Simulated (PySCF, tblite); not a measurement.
# C5H4FN3: geometry, infrared bands and NMR shifts

What infrared bands and NMR shifts should C5H4FN3 (`C=Cc1ncnnc1F`) show?

The runs use tblite 0.8.0 and PySCF 2.14.0, with density-fitted response routines of our own; the level of theory stands in each step. All values are computed, except where a source is named. Atoms are numbered from 0 throughout.

## 1. Starting geometry

13 atoms, charge 0, multiplicity 1; geometry from: force field or distance geometry start.

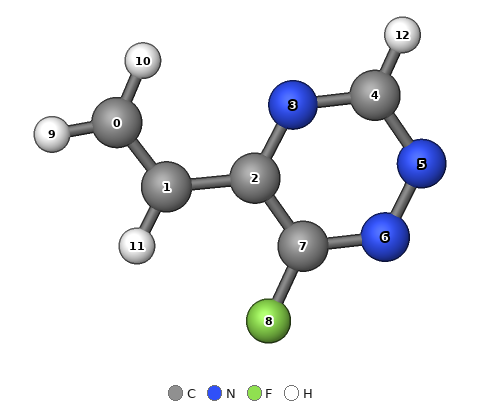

As it starts; carbon grey, nitrogen blue, fluorine green, hydrogen white, atoms numbered; sticks join atoms by distance.

## 2. Relaxing the molecule with GFN2-xTB

The job: settings as JSON, then the geometry in Å.

```
{"job": {"kind": "relax", "xc": "GFN2-xTB", "basis": "xTB"}, "charge": 0, "multiplicity": 1}
C      2.283400    -0.638300     0.142900
C      1.436900     0.344400    -0.211100
C     -0.000800     0.217400    -0.084900
N     -0.587200    -0.903000     0.374200
C     -1.920900    -1.043600     0.502800
N     -2.718200    -0.000000     0.119400
N     -2.158900     1.122200    -0.346500
C     -0.822600     1.261100    -0.453300
F     -0.296600     2.399900    -0.931100
H      3.337400    -0.459300     0.029700
H      1.889000    -1.584600     0.531800
H      1.892800     1.249500    -0.579100
H     -2.338700    -1.965200     0.887700
```

On the command line:

```bash
OMP_NUM_THREADS=1 python probes_run.py task.json out
```

One launch serves the whole session: the jobs run in the order shown.

Log:

```text
step      E/eV     max force
  0    -711.73208    3.590
  1    -711.94450    1.482
  2    -712.02739    1.314
  3    -712.13681    0.688
  4    -712.15969    0.298
  5    -712.16440    0.222
  6    -712.16853    0.265
  7    -712.17232    0.227
  8    -712.17411    0.120
  9    -712.17478    0.056
 10    -712.17509    0.064
 11    -712.17529    0.042
 12    -712.17537    0.020
 13    -712.17541    0.016
 14    -712.17545    0.026
 15    -712.17551    0.026
 16    -712.17556    0.026
 17    -712.17560    0.017
 18    -712.17564    0.019
 19    -712.17568    0.024
 20    -712.17573    0.022
 21    -712.17579    0.018
 22    -712.17584    0.013
 23    -712.17586    0.014
 24    -712.17587    0.012
 25    -712.17589    0.010
 26    -712.17590    0.012
 27    -712.17592    0.009
```

Wall time 0.15 s (1 thread of Arm Neoverse V1, shared host).

Step by step:

```tsv
step	energy from step 0 (eV)	largest force (eV/Å)
0	0.0000	3.5901
1	-0.2124	1.4815
2	-0.2953	1.3142
3	-0.4047	0.6885
4	-0.4276	0.2976
5	-0.4323	0.2217
6	-0.4365	0.2654
7	-0.4402	0.2270
8	-0.4420	0.1196
9	-0.4427	0.0565
10	-0.4430	0.0639
11	-0.4432	0.0423
12	-0.4433	0.0201
13	-0.4433	0.0159
14	-0.4434	0.0259
15	-0.4434	0.0261
16	-0.4435	0.0260
17	-0.4435	0.0171
18	-0.4436	0.0190
19	-0.4436	0.0235
20	-0.4437	0.0218
21	-0.4437	0.0182
22	-0.4438	0.0132
23	-0.4438	0.0138
24	-0.4438	0.0117
25	-0.4438	0.0096
26	-0.4438	0.0121
27	-0.4438	0.0094
```

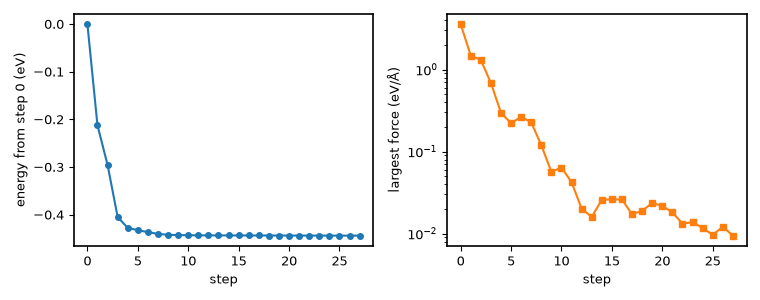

Energy and force, step by step.

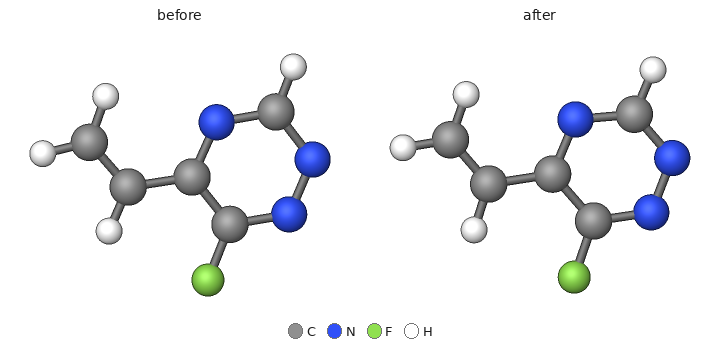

Before and after, at one scale.

Distances of close pairs at the start and the end, largest changes first:

```tsv
bond	before (Å)	after (Å)	change (Å)
C4–N5	1.368	1.317	-0.052
N6–C7	1.348	1.308	-0.040
C2–C7	1.379	1.415	+0.036
N5–N6	1.338	1.306	-0.032
N3–C4	1.347	1.326	-0.021
C0–H10	1.096	1.077	-0.020
C2–N3	1.345	1.329	-0.016
C0–C1	1.344	1.329	-0.015
```

The next job starts from the end point, and lists it.

## 3. Vibrational analysis with GFN2-xTB

The job: settings as JSON, then the geometry in Å.

```
{"job": {"kind": "ir", "xc": "GFN2-xTB", "basis": "xTB"}, "charge": 0, "multiplicity": 1}
C      2.287305    -0.652961     0.149117
C      1.454592     0.324135    -0.196117
C      0.014364     0.195694    -0.077475
N     -0.531404    -0.923254     0.388055
C     -1.854829    -0.958481     0.462477
N     -2.680225     0.007838     0.118532
N     -2.176879     1.121162    -0.342337
C     -0.877526     1.230780    -0.444952
F     -0.409863     2.384981    -0.920844
H      3.353748    -0.546087     0.055897
H      1.907371    -1.584077     0.534181
H      1.809461     1.268223    -0.584603
H     -2.300505    -1.867467     0.840341
```

Log:

```text
mode    cm-1     km/mol
  1      72.2      1.03
  2      82.7      0.13
  3     176.5      0.83
  4     255.5      0.42
  5     319.0      3.37
  6     373.1     19.95
  7     479.0     42.41
  8     503.6      2.18
  9     520.5      2.37
 10     593.6      6.60
 11     653.2      0.01
 12     773.2      1.62
 13     775.6      3.87
 14     894.9      0.01
 15     899.3     12.27
 16     911.1      6.54
 17    1008.6     28.09
 18    1023.9      1.32
 19    1130.0     89.18
 20    1171.7     91.12
 21    1195.5      2.44
 22    1252.4     15.62
 23    1293.5     19.99
 24    1350.8    148.18
 25    1374.8     71.62
 26    1410.6     45.24
 27    1476.3     71.20
 28    1529.3     23.60
 29    1653.2     31.64
 30    3082.6      5.96
 31    3084.2      9.68
 32    3113.0      1.24
 33    3149.9     13.89
```

Wall time 0.36 s (1 thread of Arm Neoverse V1, shared host).

Which atoms move in the most intense modes:

```tsv
cm⁻¹	km/mol	atoms
479	42.4	C7 42 %, N5 14 %
1130	89.2	N6 34 %, C2 17 %, H12 17 %, N5 12 %
1172	91.1	C7 23 %, N3 19 %, N6 17 %, N5 11 %
1351	148.2	C7 33 %, H9 18 %, H10 17 %
1375	71.6	C7 19 %, H9 17 %, H10 15 %, C4 11 %
1411	45.2	C2 25 %, C4 12 %, C7 11 %, H9 10 %
1476	71.2	C2 36 %, N3 29 %, N6 13 %, C7 12 %
1653	31.6	C1 49 %, C0 40 %
```

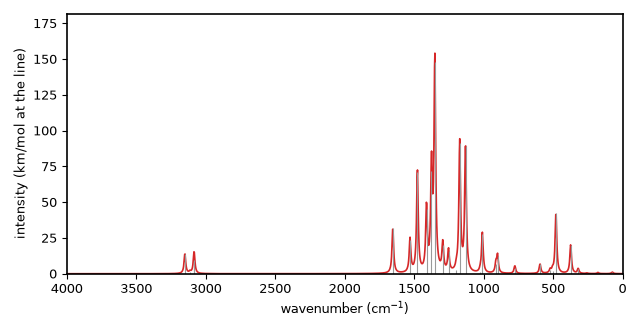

The infrared spectrum from these modes, unscaled. Lines are broadened to a width of 14 cm⁻¹ (Lorentzian).

## 4. NMR shieldings: PBE0/pcSseg-1

The job, as its differences from that of step 3:

```diff
@@ -1,2 +1,2 @@
-{"job": {"kind": "ir", "xc": "GFN2-xTB", "basis": "xTB"}, "charge": 0, "multiplicity": 1}
+{"job": {"kind": "nmr", "xc": "PBE0", "basis": "pcSseg-1"}, "charge": 0, "multiplicity": 1}
 C      2.287305    -0.652961     0.149117
```

With the program's defaults for keys left out, this is: GIAO PBE0/pcSseg-1 NMR shielding, non-relativistic, gas phase.

Log:

```text
coarse grid: 12184 points
cycle   1  E = -456.2839888149  dE =  1.801e+00  |g| = 6.046e-01  |ddm| = 3.681e+00
cycle   2  E = -456.1998396189  dE =  8.415e-02  |g| = 9.037e-01  |ddm| = 1.198e+00
cycle   3  E = -456.3532136987  dE = -1.534e-01  |g| = 1.107e-01  |ddm| = 7.653e-01
cycle   4  E = -456.3549698632  dE = -1.756e-03  |g| = 7.075e-02  |ddm| = 1.422e-01
cycle   5  E = -456.3562134025  dE = -1.244e-03  |g| = 1.164e-02  |ddm| = 6.828e-02
cycle   6  E = -456.3562302735  dE = -1.687e-05  |g| = 6.402e-03  |ddm| = 1.276e-02
cycle   7  E = -456.3562383088  dE = -8.035e-06  |g| = 1.872e-03  |ddm| = 5.820e-03
final grid: 122112 points
cycle   8  E = -456.4103868077  dE = -3.420e-05  |g| = 7.442e-03  |ddm| = 3.495e-02
cycle   9  E = -456.4103701663  dE =  1.664e-05  |g| = 1.157e-02  |ddm| = 1.635e-02
cycle  10  E = -456.4103986336  dE = -2.847e-05  |g| = 2.345e-03  |ddm| = 1.058e-02
cycle  11  E = -456.4103999438  dE = -1.310e-06  |g| = 5.123e-04  |ddm| = 2.365e-03
cycle  12  E = -456.4103999988  dE = -5.501e-08  |g| = 1.403e-04  |ddm| = 5.360e-04
cycle  13  E = -456.4104000021  dE = -3.233e-09  |g| = 3.761e-05  |ddm| = 1.198e-04
cycle  14  E = -456.4104000024  dE = -3.037e-10  |g| = 1.381e-05  |ddm| = 4.556e-05
converged SCF energy = -456.4104000024

GIAO shielding tensors (ppm)
atom      isotropic    diamagn.    paramagn.     s11        s22        s33       span
  0 C       47.050     253.528    -206.477    -76.513     38.425    179.238    255.750
  1 C       53.500     252.913    -199.413    -62.585     61.113    161.973    224.558
  2 C       39.893     258.586    -218.693    -39.788     12.782    146.685    186.473
  3 N      -57.978     332.207    -390.185   -338.429   -121.843    286.338    624.766
  4 C       25.291     250.871    -225.579    -85.848     32.997    128.725    214.573
  5 N     -169.228     322.497    -491.726   -552.528   -172.215    217.057    769.585
  6 N     -171.075     322.717    -493.792   -585.294   -150.250    222.320    807.614
  7 C       13.161     249.428    -236.267    -93.235     50.806     81.912    175.147
  8 F      270.830     475.071    -204.241    179.178    296.157    337.155    157.978
  9 H       25.150      27.817      -2.667     22.360     24.656     28.434      6.074
 10 H       23.731      31.069      -7.338     21.424     22.021     27.747      6.324
 11 H       24.486      30.882      -6.396     21.425     22.917     29.117      7.692
 12 H       21.868      28.902      -7.034     18.614     21.033     25.956      7.341
```

Run time: 30 s. Hardware: 1 thread of Arm Neoverse V1, shared host; peak memory 0.72 GiB.

Shifts follow as δ = σ(reference) − σ, with reference shieldings (ppm) from runs at the same level and on the same kind of geometry: 1H TMS 31.72, 13C TMS 186.9, 19F CFCl3 170.9, 15N NH3 267.7. The references are single molecules in the gas phase, so shifts against H2O, NH3, PH3, H3PO4 or CFCl3 are not on the usual liquid scales and can be off by tens of ppm.

```tsv
atoms	environment	σ (ppm)	δ (ppm)	δ scaled to CDCl3
C7	aromatic carbon bearing fluorine	13.2	173.8	167.7
C4	aromatic CH between two ring heteroatoms	25.3	161.6	155.8
C2	substituted aromatic carbon next to a ring nitrogen	39.9	147.0	141.6
C0	terminal =CH2 carbon	47.1	139.9	134.6
C1	alkene CH	53.5	133.4	128.3
H12	hydrogen on an aromatic CH between two ring heteroatoms	21.87	9.85	9.39
H10	hydrogen on a terminal =CH2 carbon	23.73	7.99	7.63
H11	hydrogen on an alkene CH	24.49	7.23	6.92
H9	hydrogen on a terminal =CH2 carbon	25.15	6.57	6.30
N6	pyridine-type ring nitrogen	-171.1	438.8	–
N5	pyridine-type ring nitrogen	-169.2	437.0	–
N3	pyridine-type ring nitrogen	-58.0	325.7	–
F8	aryl fluorine	270.8	-99.9	–
```

The scaled column applies a straight-line fit of computed shieldings to shifts measured in CDCl3, and one for carbons that bear F (root-mean-square error 0.16 ppm for H, 1.9 ppm for C).

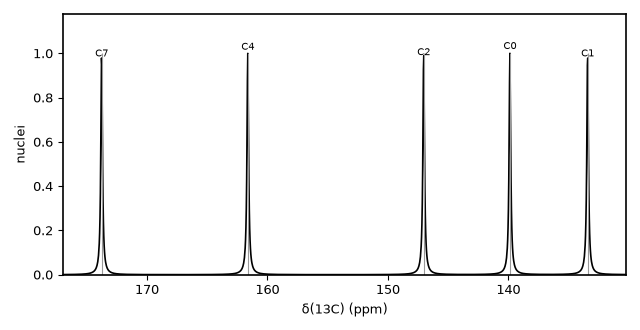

13C lines at the computed shifts, without couplings. Lines are broadened to a width of 0.16 ppm (Lorentzian).

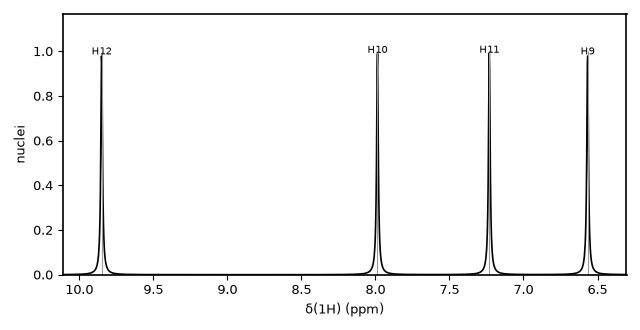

1H lines at the computed shifts, without couplings. Lines are broadened to a width of 0.01 ppm (Lorentzian).

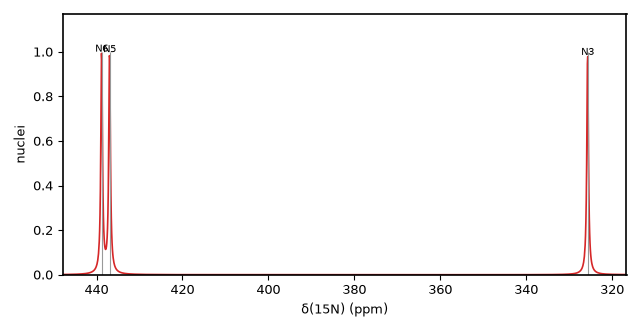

15N lines at the computed shifts, without couplings. Lines are broadened to a width of 0.45 ppm (Lorentzian).

The run also stored atomic charges by several schemes (e):

```tsv
atoms	Mulliken	IAO	Hirshfeld	ESP fit
C0	-0.04	-0.25	-0.05	-0.04
C1	-0.19	-0.17	-0.06	-0.63
C2	0.01	0.11	0.06	0.64
N3	-0.43	-0.27	-0.13	-0.65
C4	0.27	0.08	0.07	0.67
N5	-0.24	-0.17	-0.11	-0.46
N6	-0.22	-0.14	-0.10	-0.23
C7	0.56	0.37	0.14	0.45
F8	-0.24	-0.25	-0.06	-0.25
```

Mulliken charges:

C0 -0.04; C1 -0.19; C2 0.01; N3 -0.43; C4 0.27; N5 -0.24; N6 -0.22; C7 0.56; F8 -0.24; H9 0.13; H10 0.14; H11 0.11; H12 0.13

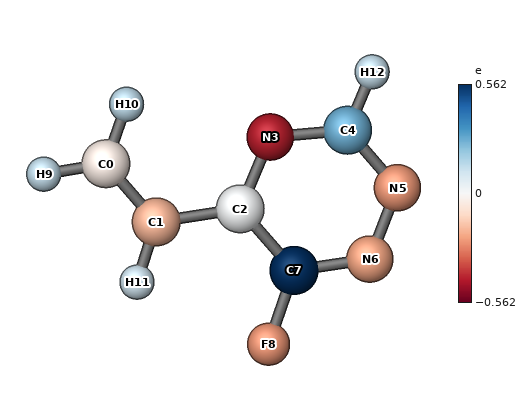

Mulliken charges, as colours on the atoms.

Mayer bond orders: C0–C1 1.92, C1–C2 1.05, C2–N3 1.46, N3–C4 1.44, C4–N5 1.49, N5–N6 1.28, N6–C7 1.52, C7–F8 0.98, C7–C2 1.19.

Ring of atoms C2, N3, C4, N5, N6, C7: NICS(0) -4.8, NICS(1) -10.3, NICS(1)zz -24.3 ppm (means of both faces).

Orbitals, density, ELF and potential are computed afterwards from the orbital file.

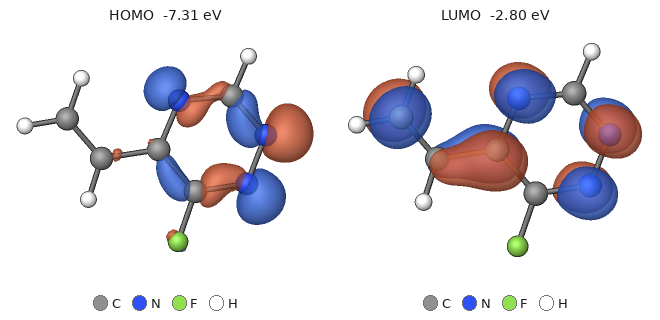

PBE0/pcSseg-1 orbitals near the gap, drawn at the value that encloses 70 % of each; the two colours are the two signs.

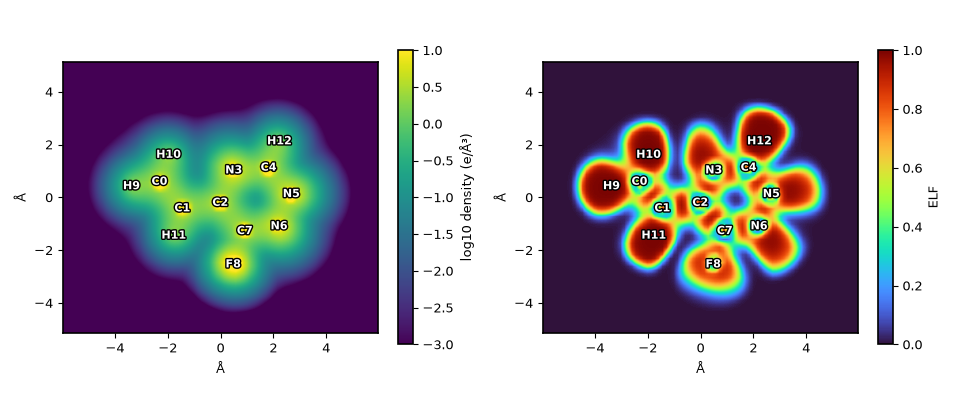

Density (left) and ELF (right) in a plane through or near 13 of the atoms.

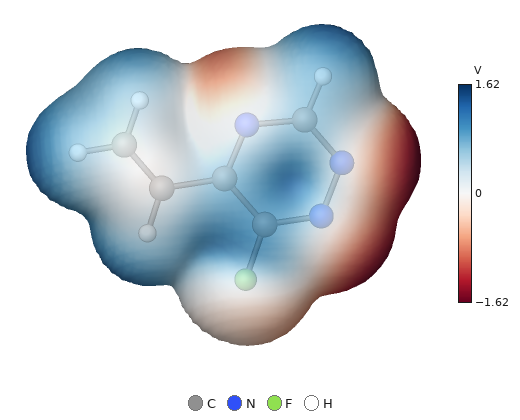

The potential that a unit positive charge feels on the 0.002 e/bohr³ surface, from the 1st to the 99th percentile, from -1.62 V near N5 to 1.24 V near H9.

## 5. Summary of results

| quantity | value |
| --- | --- |
| strongest single infrared mode (GFN2-xTB) | 1351 cm⁻¹, 148 km/mol |
| zero-point energy (GFN2-xTB) | 53.7 kcal/mol |
| 13C shifts against TMS (PBE0/pcSseg-1) | 173.8, 161.6, 147.0, 139.9, 133.4 ppm |
| 1H shifts against TMS (PBE0/pcSseg-1) | 9.85, 7.99, 7.23, 6.57 ppm |
| 15N shifts against NH3 (PBE0/pcSseg-1) | 438.8, 437.0, 325.7 ppm |
| 19F shifts against CFCl3 (PBE0/pcSseg-1) | -99.9 ppm |
| surface potential, 1st and 99th percentile | -1.62 V and 1.24 V |

The optimisation took 27 steps and gained 0.444 eV; among the close pairs (by a distance rule), C4–N5 changed most, from 1.368 to 1.317 Å. All 33 modes are real, so the xTB geometry is a minimum. The strongest single mode, at 1351 cm⁻¹, has its largest shares on C7, H9 and H10 (the list is cut at 3 atoms). GFN2-xTB is a fitted tight-binding method: band positions and strengths are rough. Its intensities can rank the bands wrongly. NICS(1)zz of -24 ppm above the planar ring from C2 marks a diatropic (aromatic) ring current. At PBE0/pcSseg-1, counted by nearest atom on the grid, the HOMO lies on N5 38 %; N6 27 %, the LUMO on C2 19 %; N3, N5, N6 about 16 % each.
